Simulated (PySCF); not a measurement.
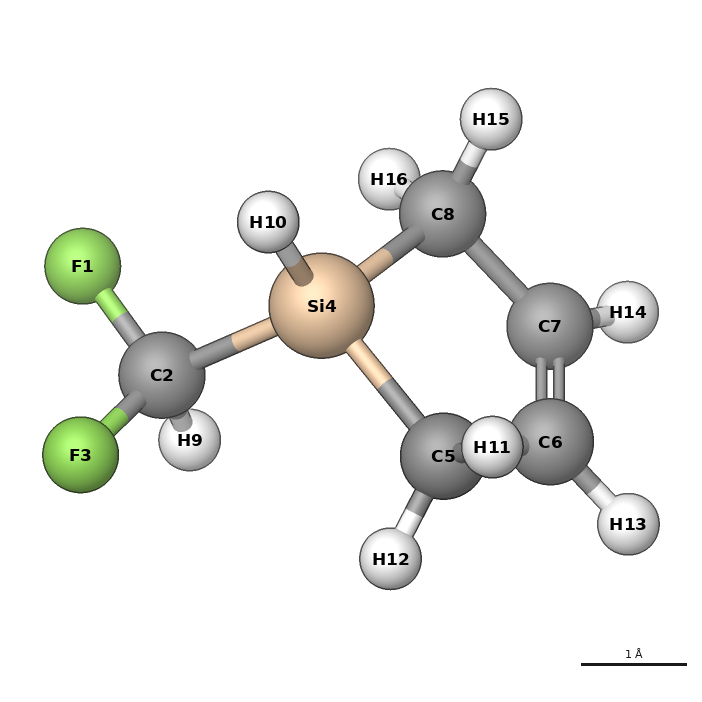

The geometry was computed by an optimisation with PBE0-D3(BJ)/def2-SVP. No frequency run is at hand to confirm it as a minimum.

What is the geometry at C5?

Answer. C5 has 4 neighbours (Si4 at 1.89, C6 at 1.51, H11 at 1.10, H12 at 1.10 Å); the arrangement is tetrahedral.

Describe the coordination of atom 4.

Answer. Si4 has 4 neighbours (C2 at 1.92, C5 at 1.89, C8 at 1.89, H10 at 1.49 Å); the arrangement is tetrahedral.

Describe the coordination of atom 6.

Answer. C6 has 3 neighbours (C5 at 1.51, C7 at 1.34, H13 at 1.10 Å); the arrangement is trigonal planar.

Describe the coordination of atom 8.

Answer. C8 has 4 neighbours (Si4 at 1.89, C7 at 1.51, H15 at 1.10, H16 at 1.10 Å); the arrangement is tetrahedral.

What is the dihedral angle F3–C2–Si4–C8?

Answer. 173° in size, that is anti.
